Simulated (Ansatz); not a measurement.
## Run report: BSiN3H9Cl, molecular dynamics (part 5 of 5)

The same run, continued: BSiN3H9Cl; RKS revPBE/6-31G* (Ansatz 0.2.0). It belongs to a series of runs on one base structure; here: dynamics from the highest image of the converged band.

Geometry of the input (Å):
```
B  0.0243  -0.2348  0.4346
N  -0.6218  0.1242  1.8896
H  -1.5817  0.4851  1.8865
H  -0.0447  0.7236  2.4897
Cl 1.5556  0.8014  0.1015
N  -0.9017  -0.2957  -0.7314
H  -1.8861  -0.4619  -0.5006
H  -0.8548  0.5302  -1.3311
N  0.3917  -1.7536  0.9764
H  -0.1285  -2.4347  0.4069
Si 2.0494  -2.3211  1.3621
H  1.9371  -3.7367  1.8574
H  2.9738  -2.2990  0.1840
H  2.5895  -1.4646  2.4636
H  -0.3008  -1.1731  1.9201
```

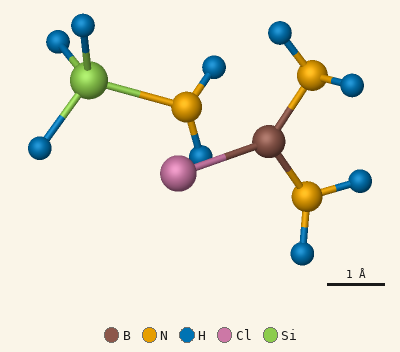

*The geometry at step 173 of the log (ball-and-stick view, seen at a tilt).*

Trajectory as extended XYZ, continued
```
15
Properties=species:S:1:pos:R:3:forces:R:3 step=145 time_fs=72.5 energy=-25689.16758 temperature=201.5
B    -0.1408    0.1112    0.5504   -1.0657   0.3926   1.4535
N    -0.9593    0.5389    1.7705    0.9943  -0.0771  -0.2153
H    -1.2944    1.5147    1.6543    0.1294  -0.4474  -0.1176
H    -0.4432    0.5465    2.6601    0.1120  -0.0008  -0.1325
Cl    1.5773    0.6859    0.1311   -0.0898   0.1500   0.0382
N    -1.0024   -0.2741   -0.5113   -0.3557   0.3086  -1.0544
H    -2.0055   -0.0709   -0.4178    0.3898  -0.1737  -0.0095
H    -0.6458   -0.1424   -1.4510   -0.1813   0.0221  -0.4533
N     0.5468   -2.0368    0.8574   -1.5015   0.1817  -0.7094
H     0.3945   -2.1102   -0.1710   -0.2066  -0.1011   0.8361
Si    2.1906   -2.3702    1.3318    0.7094  -0.6205   0.7325
H     2.2599   -3.7851    1.8297    0.1917  -0.1755  -0.0013
H     3.2011   -2.2095    0.2271   -0.3091   0.0516   0.0232
H     2.5193   -1.5181    2.5021    0.1859   0.1951   0.1355
H    -0.2749   -2.4650    1.3547    0.9971   0.2944  -0.5258
15
Properties=species:S:1:pos:R:3:forces:R:3 step=149 time_fs=74.5 energy=-25689.18753 temperature=213.0
B    -0.1447    0.1226    0.5524   -1.4010   0.3373   0.7885
N    -0.9714    0.5453    1.7648    1.2199  -0.4930  -0.3690
H    -1.3226    1.5104    1.6733    0.1350  -0.2061  -0.1253
H    -0.4031    0.5283    2.6131    0.0618   0.1599   0.2962
Cl    1.5783    0.6800    0.1332   -0.1285   0.1705   0.0718
N    -1.0164   -0.2622   -0.5169    0.6581   0.1775  -0.3410
H    -1.9980   -0.0717   -0.3775   -0.3842  -0.0402  -0.1171
H    -0.6722   -0.1497   -1.4567   -0.1770   0.0808  -0.6981
N     0.5510   -2.0397    0.8567    0.0791   0.8763  -1.0157
H     0.3847   -2.1123   -0.1541   -0.2036  -0.0847   0.2527
Si    2.1996   -2.3737    1.3320    0.4660  -0.5389   1.1448
H     2.2627   -3.7887    1.8358    0.1754  -0.1568  -0.0203
H     3.2198   -2.2234    0.2569   -0.1590   0.1054  -0.2134
H     2.5337   -1.5261    2.5227    0.1019   0.0748  -0.0800
H    -0.2357   -2.4351    1.3429   -0.4441  -0.4627   0.4259
15
Properties=species:S:1:pos:R:3:forces:R:3 step=153 time_fs=76.5 energy=-25689.15569 temperature=194.6
B    -0.1535    0.1351    0.5571   -1.4914   0.2457  -0.0033
N    -0.9800    0.5503    1.7581    1.6649  -1.0286  -0.0382
H    -1.3460    1.4989    1.6875    0.0337   0.2368  -0.1268
H    -0.3613    0.5162    2.5761   -0.2211   0.2955   0.3086
Cl    1.5792    0.6742    0.1354   -0.2031   0.1880   0.1206
N    -1.0286   -0.2498   -0.5237    1.1649   0.2393  -0.4291
H    -2.0033   -0.0745   -0.3417   -0.5511  -0.0375  -0.2404
H    -0.7060   -0.1542   -1.4863   -0.3637   0.0597  -0.0920
N     0.5553   -2.0403    0.8535    0.9947   1.1660  -0.3710
H     0.3668   -2.1177   -0.1292   -0.2732  -0.1040  -0.7821
Si    2.2092   -2.3780    1.3337    0.2182  -0.5005   1.4337
H     2.2722   -3.7981    1.8410    0.1448  -0.0646  -0.0548
H     3.2324   -2.2334    0.2786   -0.0101   0.1430  -0.4019
H     2.5521   -1.5313    2.5404    0.0123  -0.0395  -0.2698
H    -0.2114   -2.4217    1.3462   -1.1198  -0.7994   0.9465
15
Properties=species:S:1:pos:R:3:forces:R:3 step=157 time_fs=78.5 energy=-25689.19230 temperature=215.9
B    -0.1675    0.1485    0.5619   -1.2862   0.1229  -0.7540
N    -0.9841    0.5527    1.7514    1.8482  -1.0068   0.4438
H    -1.3677    1.4950    1.6970    0.0589   0.2344  -0.1071
H    -0.3281    0.5152    2.5504   -0.5195   0.3700   0.1791
Cl    1.5799    0.6687    0.1377   -0.3093   0.2059   0.1669
N    -1.0380   -0.2368   -0.5317    0.5239   0.3984  -0.4539
H    -2.0268   -0.0792   -0.3154    0.1466  -0.1779  -0.4496
H    -0.7532   -0.1564   -1.5196   -0.3836   0.0624   0.4671
N     0.5617   -2.0379    0.8493   -0.3899   0.4003   0.5309
H     0.3391   -2.1270   -0.1300   -0.1606  -0.0907  -0.5836
Si    2.2192   -2.3831    1.3374    0.1055  -0.5289   1.3645
H     2.2873   -3.8099    1.8441    0.1138   0.0365  -0.0851
H     3.2442   -2.2381    0.2855    0.0135   0.1452  -0.4137
H     2.5710   -1.5378    2.5482   -0.0458  -0.0715  -0.3243
H    -0.2225   -2.4353    1.3807    0.2844  -0.1004   0.0190
15
Properties=species:S:1:pos:R:3:forces:R:3 step=161 time_fs=80.5 energy=-25689.19521 temperature=218.0
B    -0.1861    0.1623    0.5641   -0.8342  -0.0215  -1.3666
N    -0.9833    0.5524    1.7459    1.4556  -0.4050   0.7184
H    -1.3868    1.4986    1.7023    0.2043  -0.1985  -0.1074
H    -0.3138    0.5280    2.5323   -0.5010   0.3371   0.2560
Cl    1.5802    0.6634    0.1401   -0.4397   0.2233   0.1991
N    -1.0459   -0.2226   -0.5408   -0.2223   0.4309  -0.0368
H    -2.0457   -0.0904   -0.3058    0.5459  -0.2473  -0.5010
H    -0.8141   -0.1560   -1.5373   -0.0913   0.1087   0.3298
N     0.5672   -2.0343    0.8462   -1.4948  -0.2528   0.3492
H     0.3060   -2.1396   -0.1503    0.1875  -0.0062   0.5253
Si    2.2293   -2.3888    1.3429    0.0939  -0.5571   0.8897
H     2.3067   -3.8205    1.8441    0.0840   0.0889  -0.0937
H     3.2561   -2.2372    0.2772   -0.1110   0.1106  -0.2390
H     2.5883   -1.5467    2.5440   -0.0553  -0.0040  -0.2182
H    -0.2250   -2.4536    1.4169    1.1783   0.3929  -0.7047
15
Properties=species:S:1:pos:R:3:forces:R:3 step=165 time_fs=82.5 energy=-25689.24665 temperature=248.4
B    -0.2076    0.1761    0.5614   -0.2233  -0.1481  -1.7414
N    -0.9785    0.5509    1.7423    0.8582   0.0750   0.8087
H    -1.3985    1.4954    1.7033    0.1905  -0.3983  -0.1538
H    -0.3178    0.5535    2.5245   -0.2057   0.2102   0.4614
Cl    1.5801    0.6584    0.1428   -0.5822   0.2413   0.2095
N    -1.0543   -0.2073   -0.5500   -0.3081   0.3340   0.3938
H    -2.0464   -0.1108   -0.3145    0.0933  -0.2009  -0.2538
H    -0.8781   -0.1515   -1.5437    0.3210   0.1538  -0.2193
N     0.5689   -2.0314    0.8442   -1.0152  -0.2670  -0.0151
H     0.2796   -2.1525   -0.1530    0.4009   0.0409   0.8555
Si    2.2395   -2.3953    1.3496    0.0467  -0.5032   0.1776
H     2.3294   -3.8278    1.8405    0.0512   0.0706  -0.0725
H     3.2636   -2.2322    0.2599   -0.2722   0.0561   0.0015
H     2.6036   -1.5555    2.5318   -0.0245   0.1242  -0.0057
H    -0.1866   -2.4589    1.4291    0.6695   0.2113  -0.4463
15
Properties=species:S:1:pos:R:3:forces:R:3 step=169 time_fs=84.5 energy=-25689.27371 temperature=264.4
B    -0.2299    0.1894    0.5526    0.4391  -0.2052  -1.7467
N    -0.9712    0.5495    1.7410    0.5843   0.0816   0.9746
H    -1.4038    1.4786    1.6984   -0.0828  -0.1039  -0.2164
H    -0.3299    0.5868    2.5335    0.0096   0.0408   0.4169
Cl    1.5793    0.6536    0.1457   -0.7188   0.2611   0.1874
N    -1.0634   -0.1911   -0.5583   -0.0611   0.2414   0.1133
H    -2.0444   -0.1388   -0.3325   -0.6029  -0.1523   0.0881
H    -0.9302   -0.1411   -1.5569    0.5892   0.1625  -0.2838
N     0.5681   -2.0290    0.8421    0.6981   0.2974   0.0246
H     0.2675   -2.1642   -0.1267    0.2711  -0.0408   0.0117
Si    2.2498   -2.4025    1.3566   -0.0981  -0.3317  -0.4742
H     2.3539   -3.8327    1.8342    0.0174  -0.0004  -0.0273
H     3.2610   -2.2251    0.2425   -0.3414   0.0057   0.1685
H     2.6180   -1.5597    2.5194    0.0112   0.2249   0.1872
H    -0.1255   -2.4579    1.4268   -0.7148  -0.4810   0.5764
15
Properties=species:S:1:pos:R:3:forces:R:3 step=173 time_fs=86.5 energy=-25689.27382 temperature=264.8
B    -0.2507    0.2019    0.5377    1.0313  -0.1769  -1.3231
N    -0.9623    0.5484    1.7423    0.6097  -0.0191   1.2225
H    -1.4123    1.4580    1.6853   -0.3643   0.2326  -0.2333
H    -0.3424    0.6218    2.5573   -0.0078  -0.1187   0.0143
Cl    1.5777    0.6491    0.1488   -0.8302   0.2832   0.1258
N    -1.0729   -0.1742   -0.5664   -0.5648   0.1812  -0.6232
H    -2.0624   -0.1728   -0.3481   -0.3606  -0.1449   0.1542
H    -0.9605   -0.1247   -1.5791    0.6498   0.1472   0.2307
N     0.5690   -2.0259    0.8404    1.3814   0.3645   1.0533
H     0.2653   -2.1778   -0.1006   -0.0011  -0.2132  -0.9800
Si    2.2600   -2.4101    1.3629   -0.2956  -0.0794  -0.7938
H     2.3792   -3.8376    1.8269   -0.0067  -0.0754   0.0244
H     3.2457   -2.2176    0.2310   -0.2621  -0.0212   0.1867
H     2.6327   -1.5556    2.5136    0.0082   0.2060   0.2299
H    -0.0881   -2.4734    1.4437   -0.9874  -0.5661   0.7116
15
Properties=species:S:1:pos:R:3:forces:R:3 step=176 time_fs=88.0 energy=-25689.31210 temperature=287.2
B    -0.2640    0.2109    0.5233    1.3536  -0.1184  -0.7820
N    -0.9545    0.5475    1.7455    0.4837   0.1689   1.1769
H    -1.4269    1.4473    1.6698   -0.3572   0.1267  -0.1717
H    -0.3519    0.6454    2.5765   -0.0217  -0.1883  -0.2728
Cl    1.5759    0.6459    0.1513   -0.8915   0.3007   0.0579
N    -1.0810   -0.1612   -0.5735   -1.2834   0.0894  -0.9211
H    -2.0853   -0.2019   -0.3562    0.2832  -0.0932   0.0365
H    -0.9671   -0.1086   -1.5913    0.6010   0.1343   0.4711
N     0.5720   -2.0230    0.8408    0.5861  -0.3078   1.7169
H     0.2645   -2.1929   -0.1023    0.0548  -0.2348  -0.7045
Si    2.2673   -2.4159    1.3670   -0.4482   0.1095  -0.7638
H     2.3981   -3.8429    1.8220   -0.0149  -0.1006   0.0537
H     3.2276   -2.2125    0.2270   -0.1187  -0.0208   0.1019
H     2.6439   -1.5474    2.5149   -0.0254   0.1026   0.1478
H    -0.0838   -2.4986    1.4734   -0.2014   0.0318  -0.1466
15
Properties=species:S:1:pos:R:3:forces:R:3 step=180 time_fs=90.0 energy=-25689.31381 temperature=288.5
B    -0.2774    0.2226    0.5020    1.5458  -0.0354   0.0524
N    -0.9431    0.5469    1.7524   -0.0023   0.5798   0.5288
H    -1.4574    1.4353    1.6439   -0.0952  -0.3375   0.0201
H    -0.3647    0.6708    2.5930    0.1312  -0.1678  -0.3206
Cl    1.5727    0.6420    0.1545   -0.9463   0.3242  -0.0456
N    -1.0949   -0.1437   -0.5850   -1.6396  -0.0401  -0.7178
H    -2.1053   -0.2434   -0.3661    0.7076   0.0204  -0.1113
H    -0.9561   -0.0827   -1.5931    0.4704   0.1150   0.2257
N     0.5771   -2.0200    0.8453   -0.4483  -1.1498   1.3861
H     0.2668   -2.2201   -0.1232    0.3904  -0.0727   0.5072
Si    2.2766   -2.4235    1.3715   -0.6295   0.2986  -0.5010
H     2.4227   -3.8533    1.8172   -0.0209  -0.0689   0.0677
H     3.2002   -2.2063    0.2244    0.1109  -0.0023  -0.0788
H     2.6579   -1.5336    2.5210   -0.0835  -0.0890  -0.0309
H    -0.0827   -2.5294    1.5055    0.5094   0.6255  -0.9821
15
Properties=species:S:1:pos:R:3:forces:R:3 step=184 time_fs=92.0 energy=-25689.33799 temperature=302.9
B    -0.2854    0.2341    0.4808    1.4553   0.0068   0.7938
N    -0.9317    0.5477    1.7607   -0.4230   0.5897  -0.5137
H    -1.4917    1.4114    1.6190    0.0829  -0.5309   0.2447
H    -0.3721    0.6901    2.5983    0.3895  -0.0418  -0.0640
Cl    1.5685    0.6384    0.1578   -0.9749   0.3508  -0.1470
N    -1.1131   -0.1263   -0.5984   -0.8402   0.0144  -0.2482
H    -2.1012   -0.2845   -0.3800    0.1943   0.0346  -0.1332
H    -0.9273   -0.0525   -1.5871    0.2883   0.0724  -0.2616
N     0.5813   -2.0200    0.8535   -0.3150  -1.2438   0.6719
H     0.2832   -2.2502   -0.1273    0.5154   0.0619   0.9687
Si    2.2850   -2.4307    1.3754   -0.7420   0.4037  -0.2559
H     2.4465   -3.8661    1.8149   -0.0324   0.0192   0.0542
H     3.1768   -2.2002    0.2190    0.2678   0.0094  -0.2044
H     2.6687   -1.5232    2.5260   -0.1142  -0.2410  -0.1658
H    -0.0652   -2.5384    1.5034    0.2481   0.4946  -0.7395
15
Properties=species:S:1:pos:R:3:forces:R:3 step=188 time_fs=94.0 energy=-25689.36628 temperature=319.5
B    -0.2883    0.2456    0.4624    1.1216  -0.0083   1.2864
N    -0.9213    0.5501    1.7676   -0.2662   0.1002  -1.1967
H    -1.5240    1.3687    1.6031   -0.0628  -0.2121   0.3813
H    -0.3653    0.7077    2.6005    0.4308   0.0748   0.0025
Cl    1.5632    0.6352    0.1608   -0.9725   0.3796  -0.2368
N    -1.1334   -0.1087   -0.6127    0.5575   0.3197  -0.2023
H    -2.0907   -0.3247   -0.3987   -0.6104  -0.0830  -0.1132
H    -0.8878   -0.0197   -1.5892   -0.0279  -0.0401  -0.2124
N     0.5849   -2.0233    0.8637    0.9029  -0.5313   0.2762
H     0.3183   -2.2786   -0.0982    0.2989  -0.0043   0.1877
Si    2.2924   -2.4373    1.3788   -0.7486   0.4337  -0.2290
H     2.4690   -3.8782    1.8146   -0.0467   0.1100   0.0271
H     3.1631   -2.1938    0.2063    0.2648  -0.0124  -0.1593
H     2.6753   -1.5216    2.5250   -0.0908  -0.2797  -0.1757
H    -0.0406   -2.5306    1.4759   -0.7506  -0.2469   0.3640
15
Properties=species:S:1:pos:R:3:forces:R:3 step=192 time_fs=96.0 energy=-25689.35253 temperature=311.7
B    -0.2872    0.2571    0.4485    0.6006  -0.0621   1.4798
N    -0.9116    0.5527    1.7714    0.3408  -0.3987  -1.2519
H    -1.5591    1.3183    1.6015   -0.3312   0.2050   0.4239
H    -0.3430    0.7279    2.6016    0.1613   0.1058  -0.2913
Cl    1.5569    0.6324    0.1637   -0.9292   0.4059  -0.3092
N    -1.1524   -0.0903   -0.6275    1.1152   0.5097  -0.2181
H    -2.1001   -0.3674   -0.4224   -0.3767  -0.0175  -0.2617
H    -0.8497    0.0114   -1.5984   -0.4149  -0.1960   0.1702
N     0.5908   -2.0281    0.8748    1.5119  -0.1019   0.7790
H     0.3645   -2.3076   -0.0632   -0.0060  -0.2052  -0.9388
Si    2.2987   -2.4434    1.3820   -0.6647   0.3698  -0.3990
H     2.4899   -3.8862    1.8154   -0.0492   0.1506   0.0034
H     3.1592   -2.1880    0.1880    0.1330  -0.0613   0.0303
H     2.6786   -1.5303    2.5177   -0.0162  -0.1890  -0.0511
H    -0.0426   -2.5307    1.4603   -1.0747  -0.5151   0.8346
15
Properties=species:S:1:pos:R:3:forces:R:3 step=196 time_fs=98.0 energy=-25689.39086 temperature=334.1
B    -0.2840    0.2684    0.4398   -0.0199  -0.1245   1.3892
N    -0.9010    0.5544    1.7718    0.5417  -0.3591  -1.2186
H    -1.6055    1.2741    1.6162   -0.2012   0.1117   0.4631
H    -0.3144    0.7520    2.5919   -0.0824   0.1056  -0.4751
Cl    1.5495    0.6301    0.1661   -0.8476   0.4275  -0.3588
N    -1.1686   -0.0706   -0.6428    0.8325   0.3984   0.2200
H    -2.1218   -0.4101   -0.4562    0.5150   0.2887  -0.4168
H    -0.8268    0.0352   -1.6024   -0.5774  -0.2874   0.1636
N     0.6005   -2.0335    0.8880    0.3382  -0.9302   1.0605
H     0.4115   -2.3434   -0.0591   -0.0298  -0.0766  -0.5662
Si    2.3042   -2.4489    1.3846   -0.5380   0.2291  -0.5915
H     2.5088   -3.8887    1.8163   -0.0335   0.1167  -0.0060
H     3.1603   -2.1845    0.1708   -0.0176  -0.1049   0.2267
H     2.6813   -1.5460    2.5088    0.0822  -0.0193   0.1460
H    -0.0809   -2.5471    1.4720    0.0378   0.2243  -0.0361
15
Properties=species:S:1:pos:R:3:forces:R:3 step=200 time_fs=100.0 energy=-25689.39250 temperature=335.4
B    -0.2809    0.2792    0.4359   -0.6088  -0.1763   1.0526
N    -0.8890    0.5552    1.7687    0.1173  -0.0087  -1.3286
H    -1.6585    1.2331    1.6484    0.2830  -0.3086   0.4393
H    -0.2881    0.7804    2.5654   -0.0525   0.1341  -0.2668
Cl    1.5413    0.6282    0.1682   -0.7473   0.4456  -0.3810
N    -1.1823   -0.0497   -0.6575    0.8441   0.3535   0.8267
H    -2.1260   -0.4423   -0.5050    0.7218   0.4003  -0.2936
H    -0.8248    0.0483   -1.6015   -0.4023  -0.2717  -0.2628
N     0.6111   -2.0414    0.9039   -0.6883  -1.7027   0.2289
H     0.4575   -2.3812   -0.0741    0.0142   0.3121   0.6294
Si    2.3089   -2.4542    1.3864   -0.4192   0.1235  -0.6082
H     2.5266   -3.8869    1.8171   -0.0111   0.0237  -0.0013
H     3.1610   -2.1850    0.1620   -0.0992  -0.1156   0.3085
H     2.6871   -1.5625    2.5052    0.1566   0.1171   0.2855
H    -0.1189   -2.5561    1.4835    0.8918   0.6738  -0.6287
```
